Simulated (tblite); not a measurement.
## C$_{7}$H$_{11}$N$_{3}$: geometry relaxation (part 2 of 2)

Continued. System: C$_{7}$H$_{11}$N$_{3}$, SMILES CC(C)(C)c1nccnn1. Method: GFN2-xTB geometry optimisation, gas phase (tblite 0.8.0). 

Trajectory as extended XYZ, continued:
```
21
Properties=species:S:1:pos:R:3:forces:R:3 step=22 energy=-798.19463
C    -1.5254    0.1430   -1.2807   -0.0030   0.0000   0.0000
C    -0.8959    0.0274    0.1147    0.0000  -0.0030   0.0020
C    -1.4376   -1.2185    0.8220   -0.0010   0.0000   0.0050
C    -1.1955    1.2816    0.9336   -0.0050   0.0010   0.0020
C     0.5884   -0.1305   -0.0824    0.0010   0.0020  -0.0060
N     1.3878    0.8939    0.2261   -0.0070   0.0080   0.0030
C     2.6751    0.7123    0.0171    0.0020  -0.0070   0.0130
C     3.1385   -0.4977   -0.4971   -0.0020  -0.0040  -0.0130
N     2.2855   -1.4642   -0.7879   -0.0030  -0.0140  -0.0070
N     1.0170   -1.2821   -0.5828    0.0000   0.0060  -0.0020
H    -1.3102   -0.7496   -1.8628    0.0060   0.0050  -0.0020
H    -1.1286    1.0088   -1.8072   -0.0050   0.0010   0.0010
H    -2.6031    0.2553   -1.1920   -0.0020  -0.0030   0.0050
H    -1.2331   -2.1040    0.2267    0.0080   0.0030   0.0120
H    -2.5111   -1.1258    0.9676    0.0010  -0.0020  -0.0140
H    -0.9657   -1.3390    1.7948   -0.0070   0.0050   0.0040
H    -2.2687    1.3851    1.0719   -0.0070  -0.0010  -0.0030
H    -0.7216    1.2208    1.9101    0.0000  -0.0020  -0.0010
H    -0.8184    2.1661    0.4282    0.0040  -0.0020   0.0020
H     3.3324    1.5360    0.2639    0.0080   0.0120  -0.0010
H     4.1811   -0.7020   -0.6845    0.0130  -0.0040   0.0020
21
Properties=species:S:1:pos:R:3:forces:R:3 step=24 energy=-798.19472
C    -1.5259    0.1432   -1.2802    0.0000  -0.0020  -0.0040
C    -0.8962    0.0276    0.1150    0.0020  -0.0040   0.0010
C    -1.4378   -1.2184    0.8223    0.0000  -0.0020   0.0030
C    -1.1956    1.2816    0.9337   -0.0030   0.0010   0.0030
C     0.5883   -0.1300   -0.0825    0.0030   0.0050  -0.0060
N     1.3878    0.8944    0.2265    0.0090  -0.0040  -0.0010
C     2.6753    0.7122    0.0174    0.0080  -0.0090   0.0040
C     3.1388   -0.4981   -0.4975   -0.0020   0.0010  -0.0050
N     2.2853   -1.4644   -0.7883    0.0010   0.0000  -0.0070
N     1.0168   -1.2813   -0.5837    0.0020   0.0010  -0.0010
H    -1.3096   -0.7487   -1.8624    0.0080  -0.0050  -0.0070
H    -1.1295    1.0089   -1.8067   -0.0030   0.0090  -0.0010
H    -2.6038    0.2544   -1.1933   -0.0040  -0.0020   0.0120
H    -1.2319   -2.1038    0.2278    0.0120  -0.0010   0.0100
H    -2.5116   -1.1275    0.9662   -0.0010   0.0040  -0.0120
H    -0.9670   -1.3376    1.7958   -0.0070   0.0030   0.0050
H    -2.2689    1.3846    1.0715   -0.0070   0.0050  -0.0020
H    -0.7217    1.2211    1.9100   -0.0010  -0.0050   0.0060
H    -0.8173    2.1657    0.4287   -0.0020   0.0020  -0.0020
H     3.3335    1.5362    0.2636   -0.0040  -0.0010  -0.0030
H     4.1821   -0.7029   -0.6847   -0.0110   0.0020   0.0060
21
Properties=species:S:1:pos:R:3:forces:R:3 step=25 energy=-798.19477
C    -1.5263    0.1433   -1.2800    0.0030  -0.0020  -0.0050
C    -0.8964    0.0276    0.1151    0.0030   0.0010  -0.0020
C    -1.4378   -1.2183    0.8226    0.0020   0.0000   0.0000
C    -1.1958    1.2816    0.9338   -0.0010   0.0000   0.0010
C     0.5883   -0.1297   -0.0828    0.0040   0.0040  -0.0020
N     1.3880    0.8945    0.2267    0.0150  -0.0090  -0.0020
C     2.6756    0.7119    0.0178    0.0070  -0.0050  -0.0030
C     3.1389   -0.4983   -0.4979    0.0000   0.0020   0.0020
N     2.2852   -1.4645   -0.7889    0.0010   0.0100  -0.0060
N     1.0167   -1.2808   -0.5842    0.0010  -0.0030  -0.0020
H    -1.3090   -0.7483   -1.8623    0.0060  -0.0060  -0.0070
H    -1.1302    1.0093   -1.8064   -0.0040   0.0090   0.0000
H    -2.6043    0.2538   -1.1935   -0.0010  -0.0030   0.0140
H    -1.2308   -2.1038    0.2288    0.0140  -0.0050   0.0080
H    -2.5119   -1.1284    0.9650   -0.0020   0.0060  -0.0100
H    -0.9680   -1.3367    1.7966   -0.0070   0.0030   0.0070
H    -2.2692    1.3844    1.0712   -0.0030   0.0080  -0.0010
H    -0.7219    1.2211    1.9101   -0.0030  -0.0060   0.0070
H    -0.8167    2.1655    0.4289   -0.0060   0.0020  -0.0020
H     3.3340    1.5363    0.2634   -0.0090  -0.0090  -0.0030
H     4.1825   -0.7034   -0.6846   -0.0180   0.0030   0.0060
21
Properties=species:S:1:pos:R:3:forces:R:3 step=27 energy=-798.19494
C    -1.5271    0.1433   -1.2798    0.0090  -0.0020  -0.0020
C    -0.8966    0.0277    0.1155    0.0060   0.0100  -0.0080
C    -1.4378   -1.2181    0.8236    0.0060   0.0040  -0.0090
C    -1.1963    1.2817    0.9342    0.0040  -0.0020  -0.0020
C     0.5884   -0.1282   -0.0836    0.0020  -0.0080   0.0110
N     1.3893    0.8947    0.2274    0.0080  -0.0110  -0.0020
C     2.6769    0.7107    0.0189   -0.0040   0.0100  -0.0200
C     3.1389   -0.4990   -0.4992    0.0020   0.0000   0.0170
N     2.2844   -1.4643   -0.7910   -0.0010   0.0190  -0.0040
N     1.0162   -1.2792   -0.5861   -0.0040  -0.0080  -0.0080
H    -1.3063   -0.7473   -1.8626   -0.0030  -0.0010  -0.0050
H    -1.1325    1.0108   -1.8052   -0.0080   0.0040   0.0040
H    -2.6058    0.2514   -1.1934    0.0130  -0.0060   0.0120
H    -1.2257   -2.1040    0.2325    0.0150  -0.0120   0.0020
H    -2.5128   -1.1309    0.9599    0.0000   0.0080  -0.0040
H    -0.9718   -1.3335    1.7997   -0.0100   0.0050   0.0080
H    -2.2703    1.3844    1.0700    0.0120   0.0130   0.0020
H    -0.7223    1.2208    1.9106   -0.0120  -0.0050   0.0050
H    -0.8149    2.1649    0.4295   -0.0170   0.0030   0.0010
H     3.3348    1.5361    0.2625   -0.0060  -0.0190   0.0030
H     4.1824   -0.7051   -0.6839   -0.0120   0.0020   0.0000
21
Properties=species:S:1:pos:R:3:forces:R:3 step=29 energy=-798.19525
C    -1.5278    0.1432   -1.2794    0.0130   0.0000   0.0050
C    -0.8964    0.0286    0.1159    0.0060   0.0020  -0.0010
C    -1.4371   -1.2175    0.8247    0.0060   0.0020  -0.0110
C    -1.1969    1.2819    0.9349    0.0080  -0.0010  -0.0050
C     0.5887   -0.1263   -0.0843   -0.0030  -0.0250   0.0190
N     1.3916    0.8941    0.2286   -0.0250   0.0030  -0.0010
C     2.6787    0.7089    0.0192   -0.0210   0.0190  -0.0220
C     3.1385   -0.5002   -0.5003   -0.0010  -0.0070   0.0190
N     2.2825   -1.4628   -0.7957   -0.0030  -0.0020  -0.0030
N     1.0147   -1.2765   -0.5905   -0.0060  -0.0050  -0.0160
H    -1.3012   -0.7455   -1.8634   -0.0140   0.0080  -0.0010
H    -1.1375    1.0141   -1.8028   -0.0100  -0.0030   0.0040
H    -2.6073    0.2462   -1.1922    0.0250  -0.0120   0.0060
H    -1.2143   -2.1052    0.2399    0.0100  -0.0060   0.0000
H    -2.5143   -1.1352    0.9496    0.0140   0.0050   0.0000
H    -0.9798   -1.3267    1.8060   -0.0150   0.0120  -0.0020
H    -2.2712    1.3859    1.0681    0.0200   0.0130   0.0050
H    -0.7242    1.2195    1.9121   -0.0190  -0.0020   0.0000
H    -0.8127    2.1641    0.4307   -0.0190   0.0110   0.0050
H     3.3359    1.5345    0.2612    0.0150  -0.0060   0.0130
H     4.1811   -0.7082   -0.6826    0.0180  -0.0040  -0.0110
21
Properties=species:S:1:pos:R:3:forces:R:3 step=30 energy=-798.19548
C    -1.5280    0.1431   -1.2791    0.0120   0.0010   0.0090
C    -0.8961    0.0292    0.1160    0.0040  -0.0090   0.0070
C    -1.4364   -1.2171    0.8252    0.0040  -0.0030  -0.0060
C    -1.1971    1.2820    0.9353    0.0070   0.0020  -0.0050
C     0.5890   -0.1256   -0.0844   -0.0050  -0.0270   0.0150
N     1.3930    0.8936    0.2294   -0.0400   0.0110  -0.0010
C     2.6797    0.7081    0.0187   -0.0250   0.0150  -0.0120
C     3.1382   -0.5012   -0.5005   -0.0040  -0.0090   0.0110
N     2.2810   -1.4615   -0.7993   -0.0010  -0.0180  -0.0030
N     1.0135   -1.2746   -0.5943   -0.0030   0.0000  -0.0180
H    -1.2977   -0.7440   -1.8642   -0.0160   0.0110   0.0000
H    -1.1416    1.0166   -1.8009   -0.0070  -0.0040   0.0010
H    -2.6077    0.2419   -1.1910    0.0240  -0.0140   0.0030
H    -1.2053   -2.1064    0.2456    0.0040   0.0040   0.0000
H    -2.5151   -1.1382    0.9418    0.0210   0.0000   0.0000
H    -0.9864   -1.3212    1.8107   -0.0150   0.0160  -0.0110
H    -2.2714    1.3876    1.0668    0.0160   0.0080   0.0050
H    -0.7262    1.2185    1.9133   -0.0180   0.0010  -0.0010
H    -0.8117    2.1639    0.4318   -0.0140   0.0170   0.0050
H     3.3370    1.5330    0.2605    0.0230   0.0050   0.0150
H     4.1804   -0.7106   -0.6819    0.0290  -0.0070  -0.0130
21
Properties=species:S:1:pos:R:3:forces:R:3 step=32 energy=-798.19590
C    -1.5276    0.1429   -1.2780    0.0040   0.0020   0.0080
C    -0.8953    0.0298    0.1166    0.0010  -0.0150   0.0130
C    -1.4352   -1.2165    0.8259   -0.0010  -0.0060   0.0050
C    -1.1972    1.2823    0.9357    0.0010   0.0070  -0.0010
C     0.5893   -0.1255   -0.0839   -0.0020  -0.0090  -0.0070
N     1.3939    0.8929    0.2306   -0.0240   0.0090  -0.0040
C     2.6803    0.7072    0.0173   -0.0110  -0.0040   0.0110
C     3.1381   -0.5034   -0.5004   -0.0040   0.0000  -0.0070
N     2.2791   -1.4600   -0.8059    0.0080  -0.0230   0.0000
N     1.0116   -1.2717   -0.6020    0.0070   0.0020  -0.0090
H    -1.2927   -0.7409   -1.8659   -0.0080   0.0060  -0.0020
H    -1.1493    1.0210   -1.7976    0.0060  -0.0020  -0.0030
H    -2.6074    0.2337   -1.1886    0.0050  -0.0120   0.0040
H    -1.1896   -2.1083    0.2558   -0.0040   0.0140  -0.0020
H    -2.5155   -1.1435    0.9283    0.0120  -0.0070  -0.0030
H    -0.9990   -1.3107    1.8186   -0.0040   0.0140  -0.0110
H    -2.2711    1.3910    1.0648   -0.0040  -0.0050   0.0020
H    -0.7310    1.2167    1.9155   -0.0030   0.0070   0.0000
H    -0.8112    2.1646    0.4340    0.0040   0.0180   0.0050
H     3.3404    1.5301    0.2599    0.0090   0.0070   0.0070
H     4.1806   -0.7148   -0.6811    0.0090  -0.0020  -0.0060
21
Properties=species:S:1:pos:R:3:forces:R:3 step=34 energy=-798.19601
C    -1.5273    0.1429   -1.2774    0.0000   0.0000   0.0010
C    -0.8951    0.0295    0.1172    0.0020   0.0030  -0.0010
C    -1.4350   -1.2165    0.8262    0.0000   0.0020   0.0010
C    -1.1972    1.2827    0.9358    0.0000   0.0040   0.0010
C     0.5892   -0.1258   -0.0842    0.0010   0.0010  -0.0110
N     1.3933    0.8931    0.2306    0.0030  -0.0050  -0.0050
C     2.6800    0.7070    0.0175    0.0000  -0.0060   0.0060
C     3.1381   -0.5039   -0.5007   -0.0010   0.0030  -0.0030
N     2.2791   -1.4605   -0.8072    0.0050   0.0000   0.0010
N     1.0116   -1.2712   -0.6042    0.0050  -0.0060  -0.0010
H    -1.2921   -0.7399   -1.8663   -0.0010   0.0000  -0.0020
H    -1.1508    1.0218   -1.7970    0.0070  -0.0020   0.0010
H    -2.6073    0.2313   -1.1882   -0.0020  -0.0060   0.0070
H    -1.1865   -2.1081    0.2578    0.0000   0.0040  -0.0050
H    -2.5153   -1.1453    0.9254   -0.0040  -0.0060  -0.0020
H    -1.0019   -1.3078    1.8199    0.0040   0.0070   0.0030
H    -2.2712    1.3915    1.0645   -0.0040  -0.0060  -0.0020
H    -0.7323    1.2169    1.9161    0.0010   0.0080   0.0020
H    -0.8110    2.1656    0.4349    0.0030   0.0070   0.0060
H     3.3415    1.5295    0.2601   -0.0090  -0.0070   0.0030
H     4.1811   -0.7157   -0.6813   -0.0090   0.0040   0.0000
21
Properties=species:S:1:pos:R:3:forces:R:3 step=35 energy=-798.19604
C    -1.5273    0.1429   -1.2771   -0.0020  -0.0010  -0.0020
C    -0.8951    0.0295    0.1174    0.0020   0.0090  -0.0060
C    -1.4350   -1.2164    0.8264    0.0010   0.0050  -0.0010
C    -1.1972    1.2829    0.9358    0.0010   0.0020   0.0010
C     0.5892   -0.1259   -0.0846    0.0010   0.0000  -0.0070
N     1.3932    0.8930    0.2305    0.0070  -0.0080  -0.0030
C     2.6799    0.7067    0.0178    0.0020  -0.0030   0.0010
C     3.1380   -0.5040   -0.5009    0.0010   0.0010   0.0010
N     2.2793   -1.4608   -0.8077    0.0020   0.0060   0.0000
N     1.0117   -1.2711   -0.6049    0.0010  -0.0080   0.0010
H    -1.2919   -0.7396   -1.8665    0.0000  -0.0020  -0.0010
H    -1.1510    1.0220   -1.7968    0.0040  -0.0030   0.0030
H    -2.6073    0.2304   -1.1879   -0.0020  -0.0030   0.0060
H    -1.1854   -2.1079    0.2583    0.0020   0.0010  -0.0040
H    -2.5153   -1.1461    0.9243   -0.0060  -0.0040  -0.0010
H    -1.0027   -1.3067    1.8205    0.0040   0.0030   0.0050
H    -2.2714    1.3914    1.0643    0.0000  -0.0040  -0.0020
H    -0.7325    1.2171    1.9163    0.0010   0.0070   0.0020
H    -0.8106    2.1661    0.4353    0.0000   0.0030   0.0060
H     3.3416    1.5292    0.2602   -0.0110  -0.0080   0.0040
H     4.1810   -0.7159   -0.6813   -0.0080   0.0050   0.0010
21
Properties=species:S:1:pos:R:3:forces:R:3 step=37 energy=-798.19608
C    -1.5273    0.1429   -1.2769   -0.0030  -0.0010  -0.0040
C    -0.8948    0.0298    0.1175    0.0000   0.0060  -0.0060
C    -1.4348   -1.2161    0.8266    0.0010   0.0050  -0.0020
C    -1.1972    1.2834    0.9359    0.0020  -0.0010   0.0000
C     0.5893   -0.1261   -0.0856   -0.0010  -0.0020   0.0020
N     1.3931    0.8926    0.2302    0.0030  -0.0050   0.0000
C     2.6798    0.7060    0.0183    0.0010   0.0010  -0.0050
C     3.1378   -0.5041   -0.5012    0.0020  -0.0030   0.0020
N     2.2794   -1.4608   -0.8085   -0.0040   0.0040  -0.0030
N     1.0118   -1.2713   -0.6060   -0.0040  -0.0040   0.0030
H    -1.2914   -0.7391   -1.8669    0.0020  -0.0030   0.0010
H    -1.1513    1.0222   -1.7962   -0.0020  -0.0010   0.0020
H    -2.6074    0.2287   -1.1868   -0.0020   0.0030   0.0020
H    -1.1833   -2.1075    0.2591    0.0040   0.0010   0.0000
H    -2.5155   -1.1474    0.9222   -0.0020  -0.0010   0.0010
H    -1.0040   -1.3045    1.8216    0.0020  -0.0010   0.0010
H    -2.2716    1.3911    1.0638    0.0040  -0.0020  -0.0030
H    -0.7331    1.2178    1.9167    0.0000   0.0040   0.0000
H    -0.8103    2.1671    0.4362   -0.0040  -0.0010   0.0030
H     3.3411    1.5284    0.2608   -0.0030  -0.0020   0.0080
H     4.1805   -0.7160   -0.6813    0.0040   0.0040  -0.0010
```

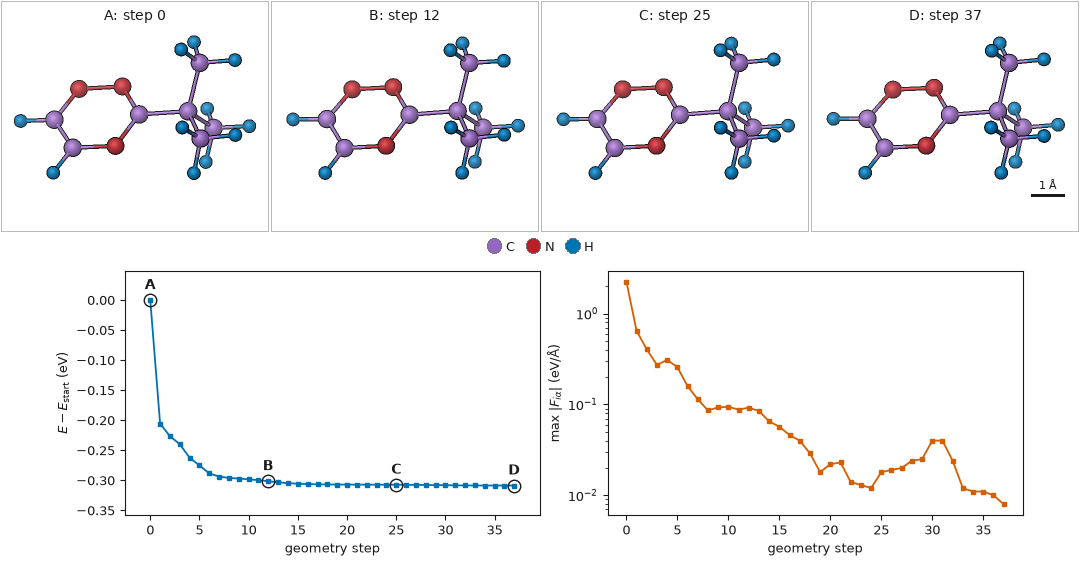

*Frames of the relaxation (ball-and-stick view, seen at a tilt) above the curves, on which the letters mark them (steps are counted from 0).*

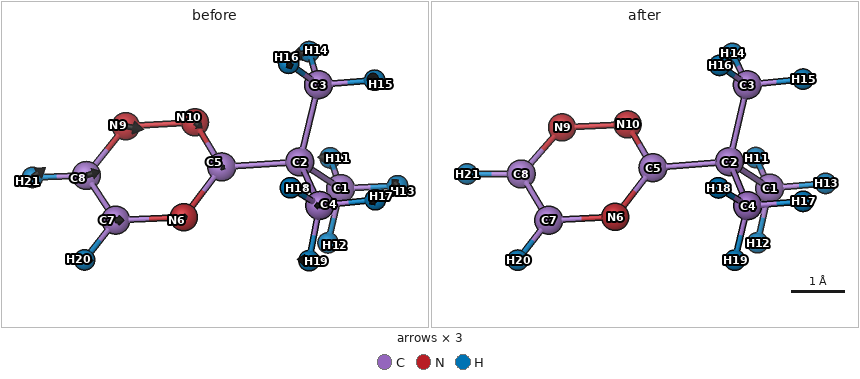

*Before (left) and after (right) the relaxation, at one scale (ball-and-stick view, seen at a tilt). The black arrows give the displacements, magnified 3 times.*

After 37 geometry steps the energy has fallen by 0.309 eV. The largest force component goes from 2.3 to 0.008 eV/Å. H14 moves most after the best rigid fit: 0.14 Å. Largest moves by element: H 0.14 Å, N 0.12 Å, C 0.10 Å. Distances before and after: N9–N10 1.371 → 1.298 Å, C5–N10 1.356 → 1.327 Å, C8–N9 1.348 → 1.322 Å, C7–C8 1.370 → 1.394 Å. Among the angles that change: N6–C7–C8 122.8° → 120.2°, C3–C2–C4 108.2° → 110.5°, C1–C2–C5 109.1° → 106.9°. (Atoms are counted from 1 in the order of the input.)

The run was set up as follows.

The input:
```
{"job": {"kind": "relax", "xc": "GFN2-xTB", "basis": "xTB"}, "charge": 0, "multiplicity": 1}
C     -1.541900     0.150500    -1.282400
C     -0.898300     0.025900     0.092700
C     -1.458400    -1.211900     0.834000
C     -1.235900     1.280600     0.926300
C      0.610200    -0.142100    -0.075900
N      1.420600     0.892100     0.217600
C      2.738900     0.687900    -0.004200
C      3.233900    -0.487600    -0.503000
N      2.397300    -1.500000    -0.806300
N      1.056500    -1.314900    -0.590900
H     -1.373500    -0.735400    -1.902000
H     -1.159900     1.015200    -1.826300
H     -2.640800     0.281200    -1.184000
H     -1.317000    -2.129900     0.251500
H     -2.548200    -1.090900     1.002600
H     -0.990200    -1.349900     1.818300
H     -2.316600     1.371400     1.082500
H     -0.772200     1.226000     1.927300
H     -0.890700     2.194200     0.450600
H      3.400900     1.511900     0.252800
H      4.276200    -0.657300    -0.681600
```

The first line tells a small driver script what to run in tblite; the rest is the geometry in Å.

Run as:
```bash
OMP_NUM_THREADS=1 python <driver script> task.json out
```

Key numbers:

- outcome: converged
- total energy: −798.1961 eV
- hardware: 1 CPU thread, shared host
- peak memory: 0.18 GiB
